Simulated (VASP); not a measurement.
Data:

```xyz
4
Lattice="3.4561 0.0000 0.0000 0.0000 3.4561 0.0000 0.0000 0.0000 3.4561" Properties=species:S:1:pos:R:3 pbc="T T T"
Si     0.0000     0.0000     0.0000
Ni     0.0000     1.7281     1.7281
Ni     1.7281     0.0000     1.7281
Ni     1.7281     1.7281     0.0000
```

Method: AM05 GGA, VASP's PBE PAW potentials (set 64) (plane waves; VASP 6.6.1). Settings: 520 eV cut-off, 10×10×10 Γ-centred mesh, tetrahedra with Blöchl corrections, potentials Si Ni.

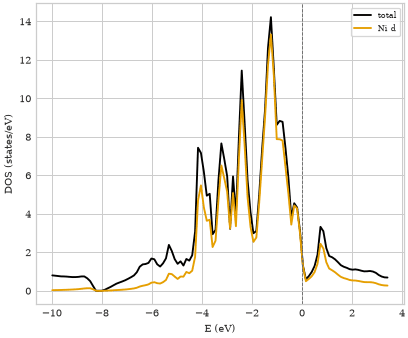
Total and projected density of states, zero at the Fermi level

Within 2 eV below the Fermi level the largest weight inside VASP's projection spheres is Ni d.

It has no gap at this level: it comes out as a metal or semimetal.

The compound is Ni3Si in the L1_2 structure. It was relaxed first. The run is not spin-polarised, so no magnetic state was tried.
